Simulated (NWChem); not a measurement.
# One shape, several levels: BPH6 (SMILES [BH3-][PH3+])

Wanted: a comparison of 4 runs (B2PLYP/def2-SVPD, CAM-B3LYP/def2-SVPD, M06-2X/def2-SVPD, wB97X/def2-SVPD) of BPH6. 

The results are computed with NWChem 7.3.0.

**1. The molecule**

BPH6 has 8 atoms, charge 0, and is taken as a singlet. As SMILES, `[BH3-][PH3+]`. The B1–H5 distance was set to 1.572 Å, away from the relaxed value.

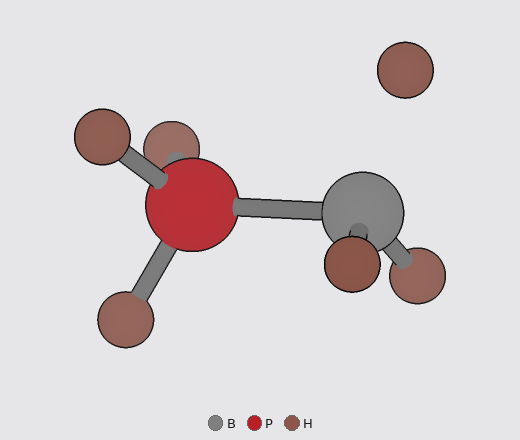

Viewed from a chosen angle; boron grey, phosphorus red, hydrogen brown.

**2. The energy at B2PLYP/def2-SVPD (run 1)**

Contents of bh6p.nw:

```
start bh6p
memory total 2200 mb
geometry noautosym nocenter noautoz
 B    -0.706277   -0.080894   -0.795232
 P     0.283723   -0.489694    0.786468
 H    -1.843577    0.035006   -0.401332
 H    -0.517977   -1.038294   -1.509232
 H    -0.055500    1.254200   -1.309900
 H     0.268623    0.447606    1.837568
 H     1.672923   -0.688394    0.665868
 H    -0.060977   -1.653294    1.501368
end
basis spherical bse
 * library def2-SVPD
end
dft
 xc hfexch 0.53 becke88 0.47 lyp 0.73 mp2 0.27
 dftmp2 semidirect
 grid fine
 convergence energy 1e-08
 iterations 100
 mulliken
end
mp2
 freeze core 6
end
task dft energy
```

On the command line:

```
$ nwchem bh6p.nw > bh6p.out
```

The program printed:

```text
[...]
          Wavefunction type:  closed shell.
          No. of atoms     :     8
          No. of electrons :    26
[...]
          Charge           :     0
          Spin multiplicity:     1
[...]
          AO basis - number of functions:    92
[...]
              XC Information
              --------------
                     Hartree-Fock (Exact) Exchange  0.530
                    Becke 1988 Exchange Functional  0.470
              Lee-Yang-Parr Correlation Functional  0.730
[...]
 d= 0,ls=0.0,diis     1   -369.3180258733 -4.28D+02  9.51D-03  1.96D-01     1.7
[...]
 d= 0,ls=0.0,diis     8   -369.3607267011 -1.25D-09  4.91D-07  5.71D-10    10.7
         Total DFT energy =     -369.360726701121
      One electron energy =     -623.806758307116
           Coulomb energy =      224.969181048584
    Exchange-Corr. energy =      -29.170012629224
 Nuclear repulsion energy =       58.646863186636
[...]
      Total Density - Mulliken Population Analysis
     ---------------------------------------------
    Atom       Charge   Shell Charges
 -----------   ------   -------------------------------------------------------
    1 B    5     5.85   1.99  0.78  0.68 -0.03  1.64  0.71  0.04  0.04
    2 P   15    15.28   2.00  1.98  1.22  0.01  0.13  5.93  1.51  2.07  0.16  0.27
    3 H    1     0.78   0.75  0.03  0.01 -0.01
    4 H    1     0.78   0.75  0.03  0.01 -0.01
    5 H    1     0.93   0.64  0.29  0.01 -0.00
    6 H    1     0.79   0.74 -0.00  0.02  0.04
    7 H    1     0.79   0.74 -0.00  0.02  0.04
    8 H    1     0.79   0.74 -0.01  0.02  0.04
[...]
  Basis functions       =     92
[...]
```

Run time: 13 s. Hardware: 1 thread of Intel Xeon 6975P-C (Granite Rapids), shared host; peak memory 0.19 GiB.

**3. The energy at CAM-B3LYP/def2-SVPD (run 2)**

Contents of run.py:

```python
from ase import Atoms
from ase.calculators.nwchem import NWChem

system = Atoms(['B', 'P', 'H', 'H', 'H', 'H', 'H', 'H'], positions=[
    [-0.706277, -0.080894, -0.795232],
    [0.283723, -0.489694, 0.786468],
    [-1.843577, 0.035006, -0.401332],
    [-0.517977, -1.038294, -1.509232],
    [-0.055500, 1.254200, -1.309900],
    [0.268623, 0.447606, 1.837568],
    [1.672923, -0.688394, 0.665868],
    [-0.060977, -1.653294, 1.501368],
])

calc = NWChem(
    label='work',
    theory='dft',
    memory='2200 mb',
    basis='def2-SVPD',
    basispar='spherical bse',
    dft={'xc': 'xcamb88 1.00 lyp 0.81 vwn_5 0.19 hfexch 1.00', 'cam': '0.33 cam_alpha 0.19 cam_beta 0.46', 'mult': '1', 'grid': 'fine', 'convergence': 'energy 1e-08', 'direct': None, 'iterations': '100', 'mulliken': None},
    task='energy',
)
system.calc = calc

e = system.get_potential_energy()
print(f"E = {e:.6f} eV")
print("dipole (e A):", system.get_dipole_moment().round(4))
```

On the command line:

```
$ export ASE_NWCHEM_COMMAND="nwchem PREFIX.nwi > PREFIX.nwo"
$ python run.py
```

The program printed:

```text
E = -10057.517240 eV
dipole (e A): [ 0.4062 -0.3009  0.7781]
```

The calculator wrote work.nwi:

```
title "work"

permanent_dir work

scratch_dir work

start work

geometry units angstrom nocenter noautosym noautoz
  B  -7.0627700000000004e-01 -8.0893999999999994e-02 -7.9523200000000005e-01
  P  2.8372300000000000e-01 -4.8969400000000002e-01 7.8646799999999994e-01
  H  -1.8435770000000000e+00 3.5006000000000002e-02 -4.0133200000000002e-01
  H  -5.1797700000000002e-01 -1.0382940000000001e+00 -1.5092319999999999e+00
  H  -5.5500000000000001e-02 1.2542000000000000e+00 -1.3099000000000001e+00
  H  2.6862300000000000e-01 4.4760600000000000e-01 1.8375680000000001e+00
  H  1.6729229999999999e+00 -6.8839399999999995e-01 6.6586800000000002e-01
  H  -6.0977000000000003e-02 -1.6532940000000000e+00 1.5013680000000000e+00
end

memory 2200 mb

basis spherical bse noprint
   * library def2-SVPD
end

dft
  xc xcamb88 1.00 lyp 0.81 vwn_5 0.19 hfexch 1.00
  cam 0.33 cam_alpha 0.19 cam_beta 0.46
  mult 1
  grid fine
  convergence energy 1e-08
  direct
  iterations 100
  mulliken
end

task dft energy
```

work.nwo:

```text
Northwest Computational Chemistry Package (NWChem) 7.3.0
             --------------------------------------------------------

           Job information
           ---------------

    nwchem branch   = 7.3.0
    use scalapack   = T
    input           = work.nwi
    prefix          = work.
    data base       = work/work.db
    status          = startup
    nproc           =        1

           Memory information
           ------------------

    heap     =     72089596 doubles =      550.0 Mbytes
    stack    =     72089601 doubles =      550.0 Mbytes
    global   =    144179200 doubles =     1100.0 Mbytes (distinct from heap & stack)
    total    =    288358397 doubles =     2200.0 Mbytes
    verify   = yes
    hardfail = no

[... 102 lines left out ...]
  convergence criterion.
[... 19 lines left out ...]
          Convergence on density requested:  1.00D-05
[... 30 lines left out ...]
          Convergence Information
[... 58 lines left out ...]
   convergence    iter        energy       DeltaE   RMS-Dens  Diis-err    time
[... 13 lines left out ...]
           Coulomb energy =      225.009592943091
[... 7 lines left out ...]
                       DFT Final Molecular Orbital Analysis
[... 682 lines left out ...]
 center of mass
 --------------
 x =   0.01855742 y =  -0.69696273 z =   0.64507156

 moments of inertia (a.u.)
 ------------------
         135.365592384944          14.396716977892         -57.381846294821
          14.396716977892         162.158605541159          26.422357935993
         -57.381846294821          26.422357935993          77.313345707659

     Multipole analysis of the density
     ---------------------------------

     L   x y z        total         alpha         beta         nuclear
     -   - - -        -----         -----         ----         -------
     0   0 0 0     -0.000000    -13.000000    -13.000000     26.000000

     1   1 0 0      0.767665      0.206222      0.206222      0.355221
[... 8 lines of this table left out ...]
     2   0 0 2    -18.160776    -49.556219    -49.556219     80.951661

 Task  times  cpu:       28.4s     wall:       28.4s
 Total times  cpu:       28.4s     wall:       28.4s
```

Wall time 30 s (1 thread of Intel Xeon 6975P-C (Granite Rapids), shared host); peak memory 0.11 GiB.

Run 3 isn't shown in full; the table further down has it.

**4. A single-point energy at wB97X/def2-SVPD (run 4)**

Contents of test.nw:

```
start test
memory total 2200 mb
charge 0

geometry units angstroms noautosym nocenter noautoz
  B     -0.706277    -0.080894    -0.795232
  P      0.283723    -0.489694     0.786468
  H     -1.843577     0.035006    -0.401332
  H     -0.517977    -1.038294    -1.509232
  H     -0.055500     1.254200    -1.309900
  H      0.268623     0.447606     1.837568
  H      1.672923    -0.688394     0.665868
  H     -0.060977    -1.653294     1.501368
end

basis "ao basis" spherical bse
  * library def2-SVPD
end

dft
  xc wb97x
  grid fine
  convergence energy 1e-08
  maxiter 100
  mulliken
end

task dft energy
```

On the command line:

```
$ nwchem test.nw > test.out
```

The program printed:

```text
[...]
          Wavefunction type:  closed shell.
          No. of atoms     :     8
          No. of electrons :    26
[...]
          Charge           :     0
          Spin multiplicity:     1
[...]
          AO basis - number of functions:    92
[...]
              XC Information
              --------------
                       wb97x  Method XC Functional
                     Hartree-Fock (Exact) Exchange  1.000
                         wb97x Exchange Functional  1.000
                      wb97x Correlation Functional  1.000
[...]
 d= 0,ls=0.0,diis     1   -369.5736331730 -4.28D+02  9.48D-03  2.21D-01     4.1
[...]
 d= 0,ls=0.0,diis     8   -369.6160446234 -6.40D-09  1.93D-06  2.36D-09    31.7
         Total DFT energy =     -369.616044623393
      One electron energy =     -623.905783185576
           Coulomb energy =      225.048015445151
    Exchange-Corr. energy =      -29.405140069603
 Nuclear repulsion energy =       58.646863186636
[...]
      Total Density - Mulliken Population Analysis
     ---------------------------------------------
    Atom       Charge   Shell Charges
 -----------   ------   -------------------------------------------------------
    1 B    5     6.06   1.99  0.77  0.81 -0.05  1.66  0.78  0.04  0.05
    2 P   15    15.34   2.00  1.98  1.21  0.03  0.15  5.92  1.55  2.08  0.15  0.27
    3 H    1     0.72   0.74 -0.01  0.01 -0.02
    4 H    1     0.72   0.74 -0.01  0.01 -0.02
    5 H    1     0.86   0.64  0.24  0.01 -0.01
    6 H    1     0.77   0.73 -0.01  0.02  0.03
    7 H    1     0.77   0.73 -0.01  0.02  0.03
    8 H    1     0.77   0.73 -0.01  0.02  0.03
[...]
```

Wall time 32 s (1 thread of Intel Xeon 6975P-C (Granite Rapids), shared host); peak memory 0.11 GiB.

**5. The series**

| run | level | frozen core orbitals | energy (Eh) | dipole moment (D) | HOMO energy (eV) | LUMO energy (eV) | wall time |
| --- | --- | --- | --- | --- | --- | --- | --- |
| 1 | B2PLYP/def2-SVPD | 6 | -369.447887 | 4.52 | -8.75 | 0.82 | 13 s |
| 2 | CAM-B3LYP/def2-SVPD | – | -369.606944 | 4.46 | -9.07 | 0.75 | 30 s |
| 3 | M06-2X/def2-SVPD | – | -369.580725 | 4.37 | -8.83 | 0.56 | 14 s |
| 4 | wB97X/def2-SVPD | – | -369.616045 | 4.52 | -10.09 | 1.92 | 32 s |

**6. What came out**

| quantity | value |
| --- | --- |
| run 4: total energy | -369.61604 Eh |
| run 4: dipole moment | 4.52 D |
| run 4: HOMO energy | -10.09 eV |
| run 4: LUMO energy | 1.92 eV |
| run 4: HOMO–LUMO gap | 12.01 eV |

In words: The dipole moment (its size) runs from 4.37 D (M06-2X/def2-SVPD) to 4.52 D (wB97X/def2-SVPD). The HOMO–LUMO gap runs from 9.39 eV (M06-2X/def2-SVPD) to 12.01 eV (wB97X/def2-SVPD). Totals of different functionals can't be ranked against each other. All runs together took 89 s, the longest 32 s.
